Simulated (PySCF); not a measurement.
C₄H₆N₂O₂Si

The calculation's input:

```
{"job": {"kind": "uv", "xc": "PBE0", "basis": "def2-SVPD", "nstates": 8, "ntriplets": 3}, "charge": 0, "multiplicity": 1}
N     -0.069960     1.956675    -2.082114
C     -0.118387     1.107451    -1.315378
C     -0.157685     0.058848    -0.356919
Si    -1.656057     0.431615     0.880010
C     -0.294020    -1.271432    -0.985707
O      0.359690    -2.241610    -0.699645
C      0.953170     0.183567     0.653258
N      2.188295    -0.168293     0.296333
O      0.649385     0.611533     1.756479
H     -1.630575    -0.605842     1.894241
H     -1.587969     1.830229     1.257011
H     -2.828109     0.234050     0.010234
H     -1.092803    -1.315089    -1.748920
H      2.362316    -0.644017    -0.572809
H      2.918294    -0.159695     0.992014
```

Launched as:

```sh
OMP_NUM_THREADS=1 python probes_run.py task.json out
```

Geometry: GFN2-xTB.

All numbers below come from PBE0/def2-SVPD, SCF density, gas phase in PySCF 2.14.0.

Predict the electron density and electron localisation function between the atoms.

Answer. C–O (1.22 Å): ρ is about 3.2 e/Å³ halfway; the ELF peaks at about 0.85 between the atoms (a short, multiple covalent bond).
N–H (1.01 Å): ρ is about 2.9 e/Å³ halfway; the ELF climbs to about 1 towards the hydrogen, as it does in any bond to H; an ordinary covalent bond to hydrogen.
C–C (1.51 Å): ρ is about 1.7 e/Å³ halfway; the ELF peaks at about 0.95 between the atoms: a covalent bond.

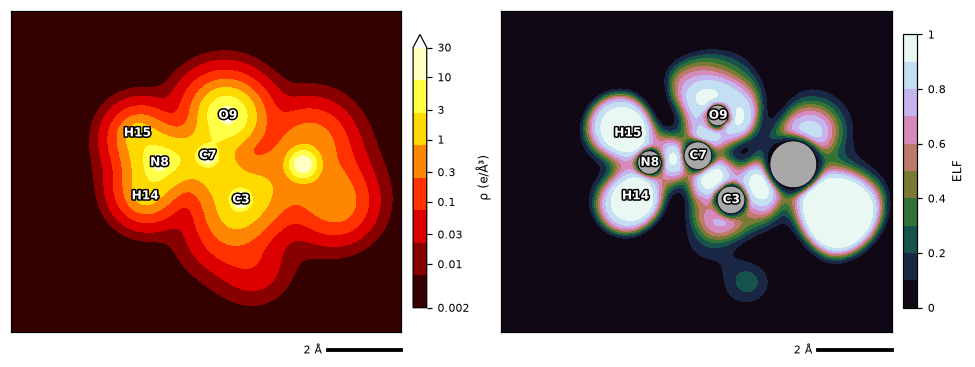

Computed electron density and electron localisation function on the plane of atoms C3, C7 and O9, in this order. Grey discs cover the atomic cores in the ELF map. 
